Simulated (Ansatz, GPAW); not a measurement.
# 1T-VSeTe monolayer: simulated STM images

What would a tunnelling microscope show on 1T-VSeTe monolayer?

Main program and level: GPAW 26.7.0 and Ansatz 0.2.0; Ansatz plane waves; layer without images along its normal, relaxation of atoms and in-plane cell; PAW set soft_1, in the first sound run; inputs show where later runs differ.

## 1. Starting point

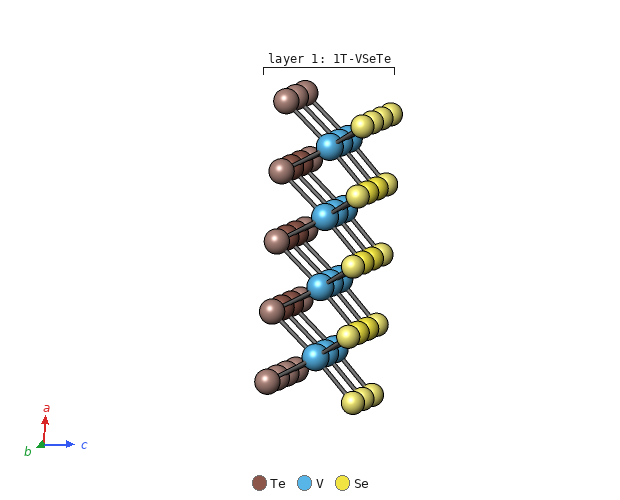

Start, viewed from the side, with the c axis across the page; tellurium brown, vanadium blue, selenium yellow. 3×2×1 cells are drawn. Some periodic images of atoms are drawn too.

The cell holds 3 atoms: 1 Te, 1 V and 1 Se. Its edges and angles: a = 3.465 Å, b = 3.465 Å, c = 21.582 Å, α = 90.0°, β = 90.0°, γ = 120.0°. Vacuum lies along c.

## 2. Relaxation

The atoms are relaxed first, since the surface dipole, and with it the work function, follows the positions of the outer layers.

Input file input.yaml:

```yaml
crystal:
  lattice:
    - [3.465, 0.0, 0.0]
    - [-1.7325, 3.0007780241, 0.0]
    - [0.0, 0.0, 21.5820456046]
  atoms:
    - { symbol: Te, position: [0.6666666667, 0.3333333333, 0.4170132973] }
    - { symbol: V, position: [0.0, 0.0, 0.506256284], spin: 1.0 }
    - { symbol: Se, position: [0.3333333333, 0.6666666667, 0.5829867027] }
  periodic: [true, true, false]
magnetization:
  spin_polarized: true
kpoints:
  mp_grid: { grid: [9, 9, 1] }
hamiltonian:
  xc: pbe
  pseudopotentials: { kind: paw, azcp: { folder: soft_1 } }
scf:
  occupations: { method: fermi_dirac, width: 0.05 }
relax:
  f_tol: 0.01
  max_steps: 90
  cell: {}
```

Launch:

```sh
ansatz run input.yaml --threads 4 --pin off --max-ram 8192MiB --backend cpu --events-out ev --progress --plain --runs-dir out
```

Numbers of over 12 decimals in the logs are rounded to 6 here.

What it wrote:

```text
Warning: crystal.periodic: the lattice vector that does not repeat stood 0.000° off the slab's normal, 21.582 Å along it as the deck builds it. The run solves the slab on a vector along the normal, 30.964 Å long, with every atom where it was (on the deck's vector they left 18.00 Å outside them, and the widest stretch free of ions among them is 1.93 Å). A fractional position that the run reports is one of the run's ce [...]
crystal.periodic: the lattice vector that does not repeat stood 0.000° off the slab's normal, 21.582 Å along it as the deck builds it. The run solves the slab on a vector along the normal, 30.964 Å long, with every atom where it was (on the deck's vector they left 18.00 Å outside them, and the widest stretch free of ions among them is 1.93 Å). A fractional position that the run reports is one of the run's cell, which [...]
Engine: ansatz 0.2.0, x86_64-unknown-linux-gnu
Pseudopotentials: kind: paw
Pseudopotential: Te, paw, valence charge 16, recommended cutoff 420 eV (normal), soft_1/Te.paw.azcp
Pseudopotential: V, paw, valence charge 13, recommended cutoff 420 eV (normal), soft_1/V.paw.azcp
Pseudopotential: Se, paw, valence charge 16, recommended cutoff 420 eV (normal), soft_1/Se.paw.azcp
Functional definition: PBE
  parameter kappa = 0.804
  parameter beta = 0.066725
  exchange = pbe_x(kappa = kappa, mu = beta*pi^2/3)
  correlation = pbe_c(beta = beta)
Crystal: 3 atoms, lattice volume = 321.955 Å³
Basis set: ecut = 420 eV, 6253 PW (Γ), exchange–correlation on 48×48×432 points (8 copies of the dense FFT grid, shifted against one another)
Bands: 28, of which v1, the nominal top of the filled ones, is band 23 counted from 1 (22 counted from 0)
Symmetry: 6 space group operations
Space group: P3m1 (ITA 156), of the structure as read, at distance tolerance 6.9e-5 Å
Magnetic group: BNS 156.49 (UNI 1279), of the structure as read, at distance tolerance 6.9e-5 Å
k-points: 12 of 81 (time reversal used)
Non-local potential: Te, projectors of the file, l = 0: 2, l = 1: 2, l = 2: 2, l = 3: 1
Non-local potential: V, projectors of the file, l = 0: 3, l = 1: 2, l = 2: 3, l = 3: 1
Non-local potential: Se, projectors of the file, l = 0: 2, l = 1: 2, l = 2: 3, l = 3: 1
PAW form: soft (Blöchl's): semilocal exchange-correlation on the pseudo side does not see the compensation charge
PAW one-centre angular grid: Te, 590 points (default); XC on 64 Gauss nodes
PAW one-centre angular grid: V, 590 points (default); XC on 64 Gauss nodes
PAW one-centre angular grid: Se, 590 points (default); XC on 64 Gauss nodes
Initial density: superposition of atomic densities (neutral atoms: chi_scale 0, normalization atom)
Starting moments: Σ|m| = 1 μB on 1 of 3 sites
Initial wavefunctions: pseudopotential atomic-orbital guess
Functional: x = pbe(κ = 0.804, μ = 0.219515), c = pbe(β = 0.066725)
SCF iter   1: F=—  HF=-15363.260552 eV  |F-HF|=—  |Δ(HF+E_count)|=         —  Δρ=8.40e-3 (↑8.40e-3 ↓7.36e-3)  dr2=2.42e0  dr2_m=1.91e-2  M=0.816 μB ∫|m|=1.036 μB  β_m=0.30  ethr=3.10e-3  ⟨swp⟩=14.7  Hψ=4596  notcnv=0
Mixer restart at iter 1: flushing history
preconditioner: auto → LDOS  [metal: Δε(μ)=0.039 eV  Ē_g=7.189 eV  σ=0.050 eV  W_gap=0.19  n_scr=18 (ndim 8)  ℏωp=8.5 eV  f_vac=0.751  D(μ)=1.49/eV (n_scr^D=8)]
spin=Collinear: LDOS preconditioning applied to the charge; magnetization (m = ρ↑ − ρ↓) channel mixes plain (no charge-response kernel on spin).
SCF iter   2: F=—  HF=-15362.868384 eV  |F-HF|=—  |Δ(HF+E_count)|=   3.92e-1  Δρ=4.57e-3 (↑4.48e-3 ↓4.57e-3)  dr2=3.94e-1  dr2_m=8.95e-3  M=0.838 μB ∫|m|=1.069 μB  β_m=0.40  ethr=3.10e-3  ⟨swp⟩=3.7  Hψ=1310  notcnv=0
SCF iter   3: F=—  HF=-15362.834852 eV  |F-HF|=—  |Δ(HF+E_count)|=   3.35e-2  Δρ=2.23e-3 (↑1.79e-3 ↓2.23e-3)  dr2=2.78e-2  dr2_m=2.98e-3  M=0.861 μB ∫|m|=1.110 μB  β_m=0.58  ethr=8.75e-4  ⟨swp⟩=4.0  Hψ=1228  notcnv=0
SCF iter   4: F=—  HF=-15362.868811 eV  |F-HF|=—  |Δ(HF+E_count)|=         —  Δρ=1.70e-3 (↑1.70e-3 ↓1.35e-3)  dr2=1.32e-2  dr2_m=6.14e-3  M=0.911 μB ∫|m|=1.240 μB  β_m=0.58  ethr=6.19e-5  ⟨swp⟩=4.0  Hψ=1694  notcnv=0
SCF iter   5: F=—  HF=-15362.870636 eV  |F-HF|=—  |Δ(HF+E_count)|=   1.83e-3  Δρ=9.59e-4 (↑9.59e-4 ↓8.99e-4)  dr2=5.32e-3  dr2_m=2.40e-3  M=0.922 μB ∫|m|=1.279 μB  β_m=0.76  ethr=2.94e-5  ⟨swp⟩=3.1  Hψ=1204  notcnv=0
SCF iter   6: F=—  HF=-15362.871504 eV  |F-HF|=—  |Δ(HF+E_count)|=         —  Δρ=6.70e-4 (↑6.70e-4 ↓5.00e-4)  dr2=9.58e-3  dr2_m=8.19e-4  M=0.930 μB ∫|m|=1.312 μB  β_m=0.76  ethr=1.18e-5  ⟨swp⟩=2.9  Hψ=1183  notcnv=0
SCF iter   7: F=—  HF=-15362.870625 eV  |F-HF|=—  |Δ(HF+E_count)|=         —  Δρ=2.80e-4 (↑2.80e-4 ↓8.05e-5)  dr2=1.16e-3  dr2_m=6.78e-5  M=0.935 μB ∫|m|=1.335 μB  β_m=0.76  ethr=1.18e-5  ⟨swp⟩=2.4  Hψ=962  notcnv=0
SCF iter   8: F=—  HF=-15362.870558 eV  |F-HF|=—  |Δ(HF+E_count)|=   6.77e-5  Δρ=8.14e-5 (↑8.14e-5 ↓6.02e-5)  dr2=4.69e-4  dr2_m=1.22e-6  M=0.936 μB ∫|m|=1.338 μB  β_m=0.57  ethr=2.58e-6  ⟨swp⟩=2.8  Hψ=1051  notcnv=0
SCF iter   9: F=—  HF=-15362.870542 eV  |F-HF|=—  |Δ(HF+E_count)|=   1.56e-5  Δρ=3.74e-5 (↑3.74e-5 ↓2.63e-5)  dr2=6.96e-5  dr2_m=9.60e-7  M=0.937 μB ∫|m|=1.340 μB  β_m=0.78  ethr=1.04e-6  ⟨swp⟩=2.1  Hψ=839  notcnv=0
SCF iter  10: F=—  HF=-15362.870545 eV  |F-HF|=—  |Δ(HF+E_count)|=   2.49e-6  Δρ=1.35e-5 (↑1.35e-5 ↓9.05e-6)  dr2=1.87e-5  dr2_m=7.16e-8  M=0.937 μB ∫|m|=1.341 μB  β_m=0.67  ethr=1.55e-7  ⟨swp⟩=3.0  Hψ=979  notcnv=0
SCF iter  11: F=—  HF=-15362.870544 eV  |F-HF|=—  |Δ(HF+E_count)|=   2.84e-7  Δρ=6.29e-6 (↑6.29e-6 ↓4.60e-6)  dr2=6.04e-6  dr2_m=1.42e-8  M=0.937 μB ∫|m|=1.341 μB  β_m=0.83  ethr=4.16e-8  ⟨swp⟩=2.0  Hψ=873  notcnv=0
SCF iter  12: F=—  HF=-15362.870544 eV  |F-HF|=—  |Δ(HF+E_count)|=   1.83e-7  Δρ=4.48e-6 (↑4.48e-6 ↓2.19e-6)  dr2=7.25e-7  dr2_m=1.50e-8  M=0.937 μB ∫|m|=1.341 μB  β_m=0.86  ethr=1.34e-8  ⟨swp⟩=2.0  Hψ=843  notcnv=0
SCF iter  13: F=—  HF=-15362.870544 eV  |F-HF|=—  |Δ(HF+E_count)|=   2.53e-8  Δρ=8.45e-7 (↑8.45e-7 ↓5.28e-7)  dr2=8.29e-9  dr2_m=6.71e-10  M=0.937 μB ∫|m|=1.341 μB  β_m=0.76  ethr=1.61e-9  ⟨swp⟩=2.9  Hψ=991  notcnv=0
SCF iter  14: F=-15362.870544 eV  HF=-15362.870544 eV  |F-HF|=8.86e-10  |Δ(HF+E_count)|=   2.52e-9  Δρ=3.45e-7 (↑3.45e-7 ↓2.64e-7)  dr2=2.08e-9  dr2_m=3.48e-11  M=0.937 μB ∫|m|=1.341 μB  ethr=1.84e-11  ⟨swp⟩=2.9  Hψ=2595  notcnv=0
SCF 1 converged in 14 iterations: F = -15362.870544 eV  dr2 = 2.08e-9
  greatest PAW one-centre occupation: 1.000 electrons in one spin orbital (limit 2), on the Se atom at site 2 (counted from 0), in its partial waves of l = 2
[...]
SCF iter   3: F=—  HF=-15363.061989 eV  |F-HF|=—  |Δ(HF+E_count)|=         —  Δρ=3.10e-4 (↑2.69e-4 ↓3.10e-4)  dr2=1.10e-3  dr2_m=2.14e-4  M=0.880 μB ∫|m|=1.180 μB  β_m=0.65  ethr=1.77e-6  ⟨swp⟩=4.0  Hψ=1600  notcnv=0
SCF iter   4: F=—  HF=-15363.061894 eV  |F-HF|=—  |Δ(HF+E_count)|=   9.54e-5  Δρ=6.60e-5 (↑6.17e-5 ↓6.60e-5)  dr2=7.59e-5  dr2_m=7.34e-6  M=0.885 μB ∫|m|=1.190 μB  β_m=0.72  ethr=1.77e-6  ⟨swp⟩=2.6  Hψ=896  notcnv=0
SCF iter   5: F=—  HF=-15363.061900 eV  |F-HF|=—  |Δ(HF+E_count)|=   5.98e-6  Δρ=4.06e-5 (↑4.06e-5 ↓2.77e-5)  dr2=1.86e-5  dr2_m=2.50e-6  M=0.887 μB ∫|m|=1.194 μB  β_m=0.67  ethr=1.69e-7  ⟨swp⟩=3.4  Hψ=1128  notcnv=0
SCF iter   6: F=—  HF=-15363.061903 eV  |F-HF|=—  |Δ(HF+E_count)|=   2.81e-6  Δρ=1.44e-5 (↑1.44e-5 ↓1.28e-5)  dr2=6.95e-7  dr2_m=4.13e-7  M=0.887 μB ∫|m|=1.195 μB  β_m=0.74  ethr=4.14e-8  ⟨swp⟩=3.7  Hψ=1332  notcnv=0
SCF iter   7: F=—  HF=-15363.061904 eV  |F-HF|=—  |Δ(HF+E_count)|=   1.35e-6  Δρ=8.58e-6 (↑8.58e-6 ↓7.73e-6)  dr2=3.90e-7  dr2_m=1.67e-7  M=0.887 μB ∫|m|=1.196 μB  β_m=0.75  ethr=1.54e-9  ⟨swp⟩=3.7  Hψ=1553  notcnv=0
SCF iter   8: F=-15363.061904 eV  HF=-15363.061905 eV  |F-HF|=1.25e-7  |Δ(HF+E_count)|=   3.13e-7  Δρ=1.75e-6 (↑1.75e-6 ↓1.66e-6)  dr2=1.89e-7  dr2_m=4.30e-10  M=0.888 μB ∫|m|=1.196 μB  ethr=6.67e-10  ⟨swp⟩=4.2  Hψ=3022  notcnv=0
SCF 3 converged in 8 iterations: F = -15363.061904 eV  dr2 = 1.89e-7
relax step   3: F+E_penalty+E_count = -15363.06190443 eV  Δ(F+E_penalty+E_count) = -1.860e-2 eV  max|allowed force component| = 9.073e-2 eV/Å  Δτ_max = 0.0420 Å  P = +0.030 N/m  Ω = 325.020 Å³  energy of the carried Pulay correction = -1.764e-4 eV  fix = [c, alpha, beta]  reactions: c +0.000 N/m  (8 SCF iters, dr2 threshold 3.00e-7 eV, accepted)
[...]
relax step   4: F+E_penalty+E_count = -15363.06246915 eV  Δ(F+E_penalty+E_count) = -5.647e-4 eV  max|allowed force component| = 3.113e-2 eV/Å  Δτ_max = 0.0068 Å  P = +0.069 N/m  Ω = 325.675 Å³  energy of the carried Pulay correction = -2.139e-4 eV  fix = [c, alpha, beta]  reactions: c +0.000 N/m  (6 SCF iters, dr2 threshold 3.00e-7 eV, accepted)
[...]
relax step   5: F+E_penalty+E_count = -15363.06254830 eV  Δ(F+E_penalty+E_count) = -7.916e-5 eV  max|allowed force component| = 2.846e-3 eV/Å  Δτ_max = 0.0033 Å  P = +0.027 N/m  Ω = 326.415 Å³  energy of the carried Pulay correction = -2.561e-4 eV  fix = [c, alpha, beta]  reactions: c +0.000 N/m  (6 SCF iters, dr2 threshold 6.05e-8 eV, accepted)
Initial wavefunctions: pseudopotential atomic-orbital guess (no wavefunctions were taken with the density)
iter 1 solved again at ethr=5.83e-7 eV; its pass at ethr=3.10e-3 eV (dr2=2.62e-4 eV) is discarded
SCF iter   1: F=—  HF=-15363.055830 eV  |F-HF|=—  |Δ(HF+E_count)|=         —  Δρ=9.62e-5 (↑9.62e-5 ↓8.82e-5)  dr2=2.90e-6  dr2_m=1.19e-7  M=0.902 μB ∫|m|=1.218 μB  β_m=0.65  ethr=5.83e-7  ⟨swp⟩=6.7  Hψ=7095  notcnv=0
preconditioner: auto → LDOS  [metal: Δε(μ)=0.074 eV  Ē_g=7.070 eV  σ=0.050 eV  W_gap=0.35  n_scr=14 (ndim 8)  ℏωp=8.5 eV  f_vac=0.765  D(μ)=1.27/eV (n_scr^D=8)]
spin=Collinear: LDOS preconditioning applied to the charge; magnetization (m = ρ↑ − ρ↓) channel mixes plain (no charge-response kernel on spin).
SCF iter   2: F=—  HF=-15363.061307 eV  |F-HF|=—  |Δ(HF+E_count)|=   5.48e-3  Δρ=3.37e-5 (↑3.37e-5 ↓3.09e-5)  dr2=7.73e-7  dr2_m=1.47e-8  M=0.902 μB ∫|m|=1.218 μB  β_m=0.57  ethr=6.44e-9  ⟨swp⟩=4.2  Hψ=1775  notcnv=0
SCF iter   3: F=—  HF=-15363.062391 eV  |F-HF|=—  |Δ(HF+E_count)|=   1.08e-3  Δρ=1.47e-5 (↑1.47e-5 ↓1.35e-5)  dr2=1.52e-7  dr2_m=3.43e-9  M=0.902 μB ∫|m|=1.218 μB  β_m=0.66  ethr=1.72e-9  ⟨swp⟩=3.8  Hψ=1206  notcnv=0
SCF iter   4: F=—  HF=-15363.062831 eV  |F-HF|=—  |Δ(HF+E_count)|=   4.41e-4  Δρ=1.94e-6 (↑1.94e-6 ↓1.77e-6)  dr2=9.77e-9  dr2_m=1.52e-10  M=0.902 μB ∫|m|=1.218 μB  β_m=0.64  ethr=3.38e-10  ⟨swp⟩=3.9  Hψ=1218  notcnv=0
SCF iter   5: F=—  HF=-15363.062856 eV  |F-HF|=—  |Δ(HF+E_count)|=   2.42e-5  Δρ=3.10e-7 (↑3.10e-7 ↓2.36e-7)  dr2=9.78e-10  dr2_m=1.02e-10  M=0.902 μB ∫|m|=1.218 μB  β_m=0.70  ethr=2.17e-11  ⟨swp⟩=4.2  Hψ=1442  notcnv=0
SCF iter   6: F=—  HF=-15363.062871 eV  |F-HF|=—  |Δ(HF+E_count)|=   1.55e-5  Δρ=1.63e-7 (↑1.63e-7 ↓1.31e-7)  dr2=2.64e-10  dr2_m=2.50e-11  M=0.902 μB ∫|m|=1.218 μB  β_m=0.78  ethr=2.17e-12  ⟨swp⟩=5.1  Hψ=1692  notcnv=0
SCF iter   7: F=—  HF=-15363.062871 eV  |F-HF|=—  |Δ(HF+E_count)|=   1.12e-8  Δρ=7.01e-8 (↑7.01e-8 ↓5.25e-8)  dr2=9.67e-12  dr2_m=8.75e-12  M=0.902 μB ∫|m|=1.218 μB  β_m=0.89  ethr=1.00e-12  ⟨swp⟩=3.1  Hψ=1008  notcnv=0
SCF iter   8: F=-15363.062871 eV  HF=-15363.062871 eV  |F-HF|=1.09e-9  |Δ(HF+E_count)|=  5.46e-10  Δρ=3.25e-8 (↑2.66e-8 ↓3.25e-8)  dr2=1.39e-11  dr2_m=8.44e-14  M=0.902 μB ∫|m|=1.218 μB  ethr=1.00e-12  ⟨swp⟩=7.9  Hψ=3764  notcnv=0
SCF 6 converged in 8 iterations: F = -15363.062871 eV  dr2 = 1.39e-11
relax step   6: F+E_penalty+E_count = -15363.06287107 eV  Δ(F+E_penalty+E_count) = -3.228e-4 eV  max|allowed force component| = 2.665e-3 eV/Å  Δτ_max = 0.0000 Å  P = +0.035 N/m  Ω = 326.415 Å³  fix = [c, alpha, beta]  reactions: c +0.000 N/m  stress off target by 3.48e-2 N/m on what of the cell is left free  SCF on the basis re-selected at this cell (its energy is not comparable with the rows above)  (8 SCF iters)
basis re-selected at this cell: Δ(F+E_penalty+E_count) = -3.228e-4 eV, ΔP = +0.008 N/m vs the last step (what re-selecting the basis moved, of the pressure what is left beyond the Pulay correction that the steps carried, after the strain that the cell walked since its last selection, with what the two solves' SCF thresholds leave and, on support functions, any second-order correction that the steps lacked; it is no m [...]
SCF converged after 8 iterations
Magnetization: 0.9017 μB (22.9508 up, 22.0492 down)
Absolute magnetization: 1.2191 μB (∫|ρ↑−ρ↓|, with the PAW one-centre terms)
Spin contamination: 0.0478 ħ² per cell (⟨S²⟩ above its minimum at these occupations)
Per-site moments (μB) at R_I (Å): [(-0.066733, 1.123528), (0.874048, 1.025485), (-0.029879, 1.025485)]
Free energy (F): -15363.062871 eV
Harris-Foulkes:  -15363.062871 eV  (|F-HF|=1.09e-9)
Internal energy: -15363.052252 eV  (E = F + TS)
E sigma→0 (E₀):  -15363.057562 eV
Entropy (-TS):   -0.010619 eV (-3.540 meV/atom)
Fermi energy:    -4.748854 eV
--- Per-component energies (eV) ---
  E_band       = -1502.106905
  E_kinetic    = 578.066528
  E_local      = -110381.519861  (includes V_loc(G=0)·N_el)
  E_nonlocal   = -206.419013
  E_hartree    = 54821.262151
  E_xc         = -322.226689
  E_vxc        = -337.279263  (∫ρ·V_xc dr)
  E_paw        = -7927.464887  (= ΣΔE_a)
  E_vpaw       = -797.480287  (= ΣTr[D̂ρ^β])
  E_aug_tail   = 0.000739  (compensation charges beyond the density's cutoff)
  E_ewald      = 48075.248781
  E_smearing   = -0.010619  (= −TS)
  E_closure    = -0.000000  (closes the sum)
  Σ components = -15363.062871   (vs F -15363.062871, Δ=0.00e0)
--- Forces (eV/Å), atoms counted from 1 ---
  atom   1  Te     0.00000000     0.00000000    -0.00266492
  atom   2  V      0.00000000     0.00000000     0.00073516
  atom   3  Se     0.00000000    -0.00000000     0.00192960
  max |Σ_I F_I| component: 1.59e-7 eV/Å
--- 2D stress c σ (N/m, compression-positive) ---
        0.034785      -0.000000       0.000000
       -0.000000       0.034785       0.000000
        0.000000       0.000000       0.000000
  P = ½ c Tr σ = 0.0348 N/m
--- Relaxed structure (5 steps of the walk, 5 accepted, 1 SCFs on fresh bases) ---
  F+E_penalty+E_count = -15363.06287107 eV   max|allowed force component| = 2.665e-3 eV/Å   (the final SCF, on the basis selected at the relaxed cell)
  cell:  # Å, volume = 326.4147 Å³
    - [3.488915, 0, 0]
    - [-1.744458, 3.021489, 0]
    - [0, 0, 30.964091]
  atoms:
    - { symbol: Te, position: [0.666667, 0.333333, 0.294798] }
    - { symbol: V, position: [0, 0, 0.354006] }
    - { symbol: Se, position: [0.333333, 0.666667, 0.401060] }
```

Run time: 57 s. Hardware: 4 threads of AMD EPYC 7R43, shared host; peak memory 0.76 GiB; 3.4 min of CPU time.

Relaxation path:

```
step  energy less that of the first step (eV)  largest force component (eV/Å)  volume (Å³)
   1                                   0.0000                          1.5744       321.96
   2                                  -0.1728                          0.4520       322.79
   3                                  -0.1914                          0.0907       325.02
   4                                  -0.1919                          0.0311       325.68
   5                                  -0.1920                          0.0028       326.41
  6*                                  -0.1923                          0.0027       326.41
```

Relaxation steps marked * repeat the geometry before them on a plane-wave basis chosen anew for their cell, so energy and pressure can jump there.

The run keeps the 6 symmetry operations that it works with, so distortions that break them were not tested.

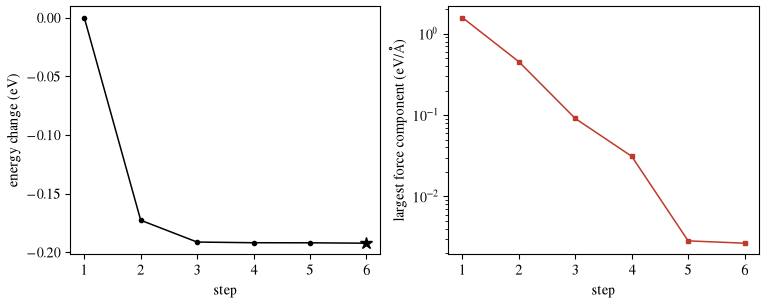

Energy and largest force along the relaxation. Stars mark steps on a basis chosen anew.

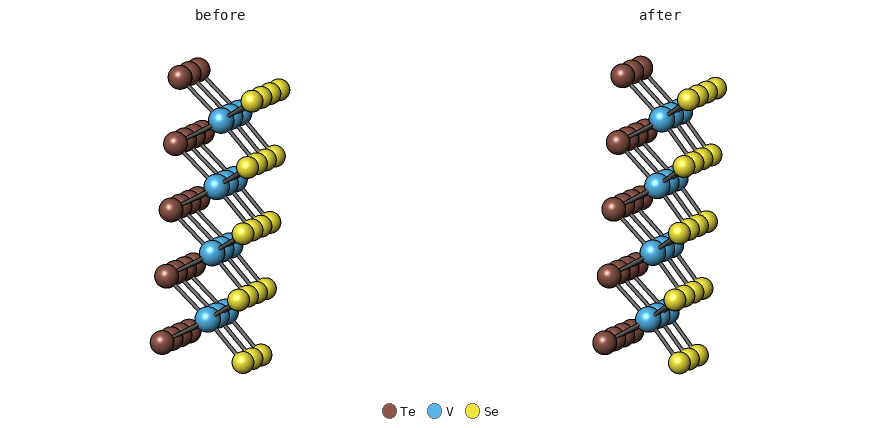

The structure before and after the relaxation, drawn at the same scale.

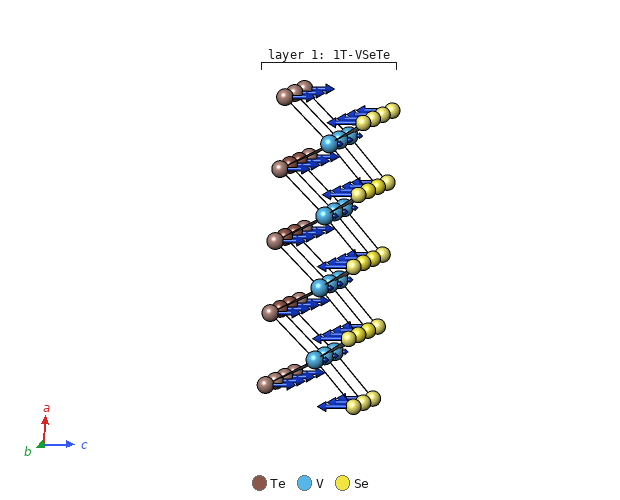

Displacements in the relaxation, exaggerated, measured against the changing cell; the longest in the cell stands for 0.16 Å. 3×2×1 cells are drawn. Some periodic images of atoms are drawn too.

```
cell as run  before  after  change
      a (Å)   3.465  3.489  +0.7 %
      b (Å)   3.465  3.489  +0.7 %
```

The atoms that moved most (Å, along periodic axes as changes of fractional coordinates times the final cell, across vacuum about the mean position):

```
atom     dx     dy      dz  length
 Se3  0.000  0.000  -0.164   0.164
 Te1  0.000  0.000   0.128   0.128
  V2  0.000  0.000   0.035   0.035
```

Final coordinates:

```
Te V Se
1.0
     3.48892    0.00000    0.00000
    -1.74446    3.02149    0.00000
     0.00000    0.00000   30.96409
Te V Se
1 1 1
Direct
  0.66667 0.33333 0.29480
  0.00000 0.00000 0.35401
  0.33333 0.66667 0.40106
```

This step gave:

```
free energy            : -15363.0629 eV
smearing term TS       : 0.01062 eV
magnetization          : 0.9017 μB
absolute magnetization : 1.219 μB
site moments           : -0.06673, 0.8740, -0.02988 μB
symmetry operations    : 6
```

Site moment by atom:

```
atom  site moment (μB)
 Te1            -0.067
  V2             0.874
 Se3            -0.030
```

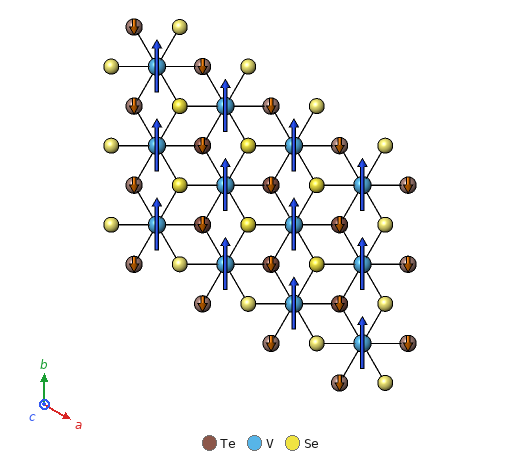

Site moment as arrows, the longest 0.874 μB. Up and down stand for the sign. Arrows give size and sign along the axis of quantisation, drawn up and down the page. Each arrow also spans its atom, so small moments look longer than they are. The two directions have two colours. 3×2×1 cells are drawn. Some periodic images of atoms are drawn too.

The relaxation lowered the energy of the cell by 0.192 eV.

(Part 1 of 2 ends here.)

[Logs are printed without paths, hosts, clocks, repeated set-up lines and the standing remarks that a program may print on its own settings, such as how far it seeks lower states.]

[Hosts, paths, dates, database ids (printed as entryN), source tags and the programs' standing remarks are cut or masked in the printed files.]
